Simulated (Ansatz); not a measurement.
## Geometry relaxation, with input and output: CH$_{8}$BGeN (part 2 of 2)

CH$_{8}$BGeN; RKS PBE0-D4/def2-TZVP (Ansatz 0.2.0). The geometry: PBE-D4/def2-SVP start.

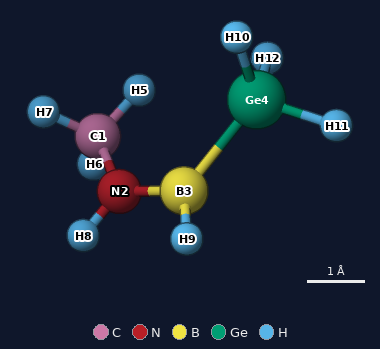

Fig. 1: The geometry at step 16 of the log (ball-and-stick view, seen at a tilt; atoms are numbered from 1 in the order of the input).

Trajectory as extended XYZ (Å, eV, eV/Å), 9 of the 31 frames kept, from step=1 to step=31
```
12
Properties=species:S:1:pos:R:3:forces:R:3 step=1 energy=-59842.60451
C    -0.8826    1.4602   -0.0994   -0.2184   0.1082  -0.2705
N     0.0146    0.8998    0.8954    0.1885   0.0503   0.3669
B     0.6947   -0.3202    0.8889   -0.0673   0.3626   0.2076
Ge    0.5430   -1.6778   -0.6746   -0.0064  -0.1317  -0.1815
H    -1.0166    0.7423   -0.9317    0.0830   0.3500   0.4396
H    -1.8856    1.6778    0.3295    0.5386  -0.1460  -0.1851
H    -0.4840    2.4082   -0.5234   -0.1622  -0.5084   0.2391
H     0.1539    1.5162    1.7027   -0.0968  -0.3977  -0.5307
H     1.4073   -0.5619    1.8473   -0.2694   0.1046  -0.3487
H     1.3661   -1.2281   -1.9214   -0.1227  -0.0517   0.2063
H     1.0790   -3.0834   -0.2850   -0.0798   0.2148  -0.0360
H    -0.9129   -1.8880   -1.1941    0.2129   0.0449   0.0930
12
Properties=species:S:1:pos:R:3:forces:R:3 step=5 energy=-59842.64319
C    -0.8767    1.4464   -0.0999   -0.0032   0.0022  -0.0039
N     0.0153    0.8955    0.8940    0.0049  -0.0041   0.0059
B     0.6889   -0.3122    0.8815   -0.0023   0.0028  -0.0006
Ge    0.5377   -1.6657   -0.6762    0.0008   0.0005  -0.0009
H    -1.0056    0.7327   -0.9131   -0.0004  -0.0008   0.0007
H    -1.8619    1.6583    0.3254    0.0003   0.0000   0.0010
H    -0.4787    2.3750   -0.5194    0.0003  -0.0003  -0.0001
H     0.1504    1.5039    1.6883   -0.0022   0.0026  -0.0007
H     1.3909   -0.5514    1.8232    0.0017  -0.0013  -0.0013
H     1.3585   -1.2155   -1.9050    0.0006  -0.0013   0.0007
H     1.0653   -3.0564   -0.2781   -0.0011  -0.0005   0.0002
H    -0.9071   -1.8656   -1.1868    0.0007   0.0002  -0.0010
12
Properties=species:S:1:pos:R:3:forces:R:3 step=9 energy=-59842.64352
C    -0.8985    1.4385   -0.0861    0.0124  -0.0021   0.0003
N     0.0165    0.8976    0.8939   -0.0293   0.0160  -0.0269
B     0.7020   -0.3031    0.8694    0.0030  -0.0029   0.0030
Ge    0.5470   -1.6612   -0.6840    0.0003  -0.0207  -0.0133
H    -1.0599    0.7090   -0.8797    0.0033   0.0090   0.0117
H    -1.8679    1.6714    0.3643    0.0098  -0.0022  -0.0036
H    -0.5013    2.3532   -0.5365   -0.0098  -0.0032   0.0023
H     0.1605    1.5127    1.6815    0.0080  -0.0174   0.0088
H     1.4230   -0.5370    1.7981    0.0044   0.0065  -0.0029
H     1.4435   -1.2618   -1.8788   -0.0154  -0.0058   0.0232
H     0.9944   -3.0712   -0.2506   -0.0098   0.0216  -0.0081
H    -0.8823   -1.8032   -1.2576    0.0230   0.0012   0.0056
12
Properties=species:S:1:pos:R:3:forces:R:3 step=12 energy=-59842.64417
C    -0.9227    1.4353   -0.0698   -0.0014  -0.0033   0.0019
N     0.0185    0.9017    0.8890   -0.0107   0.0018  -0.0151
B     0.7182   -0.2906    0.8503   -0.0034   0.0020   0.0057
Ge    0.5562   -1.6613   -0.6901    0.0048  -0.0466  -0.0581
H    -1.1035    0.7005   -0.8542    0.0063   0.0108   0.0134
H    -1.8801    1.6691    0.4053    0.0136  -0.0030  -0.0078
H    -0.5401    2.3486   -0.5361   -0.0074  -0.0078   0.0082
H     0.1742    1.5154    1.6756    0.0022  -0.0042  -0.0026
H     1.4628   -0.5122    1.7638   -0.0003   0.0035  -0.0081
H     1.5332   -1.3297   -1.8440   -0.0320  -0.0095   0.0492
H     0.9072   -3.0879   -0.2173   -0.0105   0.0473  -0.0092
H    -0.8470   -1.7440   -1.3385    0.0387   0.0090   0.0224
12
Properties=species:S:1:pos:R:3:forces:R:3 step=16 energy=-59842.52984 accepted=F
C    -0.9469    1.4186   -0.0685   -0.1502  -0.1412   0.4047
N     0.0215    0.9264    0.9032    0.2032  -1.0840  -0.1688
B     0.6769   -0.3197    0.8984    0.6400   1.2613  -0.1851
Ge    0.5874   -1.6401   -0.6988   -0.3806  -0.2860   0.1333
H    -1.1483    0.6885   -0.8718    0.2674   0.1898   0.4941
H    -1.8939    1.6285    0.4452    0.0215   0.0456  -0.2094
H    -0.5875    2.3396   -0.5232    0.0057   0.1523  -0.1124
H     0.2127    1.5627    1.6745   -0.1627  -0.1860  -0.3672
H     1.5459   -0.4656    1.7429   -0.5547  -0.1249  -0.1217
H     1.6070   -1.4351   -1.8354    0.1072   0.1737   0.1262
H     0.7820   -3.0890   -0.2193    0.0852  -0.0626   0.0487
H    -0.7800   -1.6698   -1.4132   -0.0820   0.0621  -0.0425
12
Properties=species:S:1:pos:R:3:forces:R:3 step=20 energy=-59842.64715
C    -0.9788    1.4226   -0.0288    0.0023   0.0066   0.0133
N     0.0348    0.9169    0.8698   -0.0027  -0.0073  -0.0085
B     0.7626   -0.2569    0.7961    0.0005   0.0126   0.0054
Ge    0.5724   -1.6619   -0.7080    0.0104  -0.0505  -0.0435
H    -1.1535    0.7012   -0.8259    0.0004   0.0010   0.0042
H    -1.9246    1.5894    0.4958    0.0156  -0.0021  -0.0073
H    -0.6688    2.3689   -0.4826   -0.0041  -0.0107   0.0065
H     0.2210    1.5356    1.6458   -0.0056  -0.0020  -0.0054
H     1.5645   -0.4509    1.6673   -0.0064   0.0022  -0.0129
H     1.7258   -1.5310   -1.7312   -0.0435  -0.0048   0.0456
H     0.6597   -3.0942   -0.1366   -0.0027   0.0520  -0.0180
H    -0.7382   -1.5948   -1.5276    0.0358   0.0030   0.0205
12
Properties=species:S:1:pos:R:3:forces:R:3 step=23 energy=-59842.64888
C    -1.0107    1.4103   -0.0027    0.0006  -0.0026   0.0017
N     0.0425    0.9239    0.8595   -0.0061   0.0145   0.0031
B     0.7893   -0.2356    0.7638   -0.0007  -0.0154  -0.0088
Ge    0.5847   -1.6581   -0.7207    0.0068  -0.0220  -0.0248
H    -1.2005    0.6850   -0.7923    0.0004  -0.0004  -0.0027
H    -1.9394    1.5612    0.5553    0.0018  -0.0008  -0.0009
H    -0.7342    2.3613   -0.4677   -0.0006  -0.0032   0.0032
H     0.2420    1.5463    1.6291    0.0010   0.0025   0.0015
H     1.6212   -0.4136    1.6092    0.0038   0.0029   0.0014
H     1.8207   -1.6529   -1.6482   -0.0261   0.0000   0.0217
H     0.5098   -3.0737   -0.1099   -0.0020   0.0271  -0.0103
H    -0.6485   -1.5092   -1.6413    0.0211  -0.0025   0.0150
12
Properties=species:S:1:pos:R:3:forces:R:3 step=27 energy=-59842.64962
C    -1.0358    1.3949    0.0189    0.0024   0.0022   0.0027
N     0.0509    0.9309    0.8515    0.0019   0.0018  -0.0041
B     0.8159   -0.2154    0.7368   -0.0083  -0.0010   0.0060
Ge    0.5953   -1.6517   -0.7314   -0.0002  -0.0095   0.0004
H    -1.2294    0.6678   -0.7681    0.0016   0.0009   0.0006
H    -1.9524    1.5231    0.6021    0.0009  -0.0022  -0.0020
H    -0.7935    2.3532   -0.4501   -0.0020  -0.0019   0.0029
H     0.2601    1.5582    1.6145   -0.0002  -0.0002  -0.0021
H     1.6725   -0.3769    1.5610    0.0008   0.0011  -0.0038
H     1.8847   -1.7623   -1.5717   -0.0048  -0.0035   0.0030
H     0.3699   -3.0400   -0.0972    0.0059   0.0082  -0.0035
H    -0.5612   -1.4369   -1.7323    0.0019   0.0039   0.0000
12
Properties=species:S:1:pos:R:3:forces:R:3 step=31 energy=-59842.64975
C    -1.0450    1.3883    0.0273   -0.0012   0.0010   0.0010
N     0.0570    0.9358    0.8458    0.0003  -0.0021  -0.0025
B     0.8275   -0.2061    0.7255   -0.0007   0.0007   0.0030
Ge    0.5977   -1.6501   -0.7337    0.0001   0.0013  -0.0013
H    -1.2278    0.6686   -0.7691   -0.0001   0.0013   0.0001
H    -1.9606    1.4882    0.6177    0.0016  -0.0006  -0.0012
H    -0.8264    2.3582   -0.4290   -0.0001  -0.0014   0.0011
H     0.2700    1.5658    1.6055    0.0003   0.0006  -0.0003
H     1.6949   -0.3597    1.5398   -0.0004   0.0001  -0.0006
H     1.9041   -1.8149   -1.5371   -0.0005   0.0001  -0.0003
H     0.3096   -3.0227   -0.0918    0.0000  -0.0006   0.0008
H    -0.5241   -1.4065   -1.7670    0.0006  -0.0003   0.0002
```

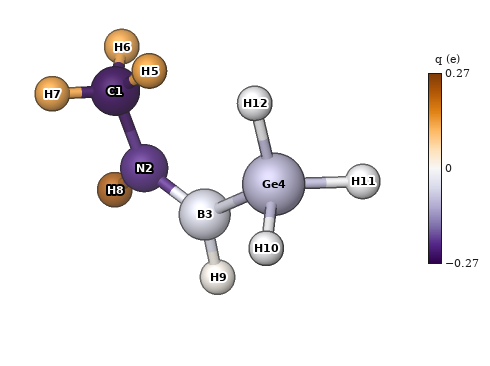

Fig. 2: Mulliken charges, as the colour of each atom (ball-and-stick view, seen at a tilt; atoms are numbered from 1 in the order of the input). By element: C −0.26, N −0.22, B −0.04, Ge −0.09 and H −0.01 to +0.23 e.

This output came from the following input.

The input
```yaml
crystal:
  periodic: [false, false, false]
  atoms:
    - {symbol: C, position_ang: [-0.882625, 1.460173, -0.099404]}
    - {symbol: N, position_ang: [0.014618, 0.899761, 0.895383]}
    - {symbol: B, position_ang: [0.694680, -0.320229, 0.888882]}
    - {symbol: Ge, position_ang: [0.543033, -1.677790, -0.674610]}
    - {symbol: H, position_ang: [-1.016578, 0.742285, -0.931674]}
    - {symbol: H, position_ang: [-1.885646, 1.677771, 0.329461]}
    - {symbol: H, position_ang: [-0.484007, 2.408187, -0.523433]}
    - {symbol: H, position_ang: [0.153895, 1.516210, 1.702659]}
    - {symbol: H, position_ang: [1.407311, -0.561907, 1.847271]}
    - {symbol: H, position_ang: [1.366085, -1.228132, -1.921407]}
    - {symbol: H, position_ang: [1.079016, -3.083432, -0.285041]}
    - {symbol: H, position_ang: [-0.912881, -1.887998, -1.194087]}
basis:
  gaussian: {orbitals: def2-TZVP}
hamiltonian: {xc: pbe0, dispersion: d4}
relax: {f_tol: 0.005, max_steps: 150}
```

Launched with:
```bash
ansatz run in.yaml --threads 4 --pin off --events-out ev --progress --plain --max-ram 10444MiB
```

Key numbers

- outcome: converged
- total energy: −59842.6498 eV
- mean-field energy: −59842.4680 eV
- dispersion energy: −0.1818 eV
- SCF solution under orbital rotations: stable
- largest force (length of the vector) at the end: 0.003 eV/Å
- dipole moment: 2.91 D
- hardware: 4 threads of Intel Xeon @ 2.50GHz, 15 GiB of memory available, shared host
- wall time: 2.6 min (CPU time 9.2 min)
- peak memory: 0.55 GiB
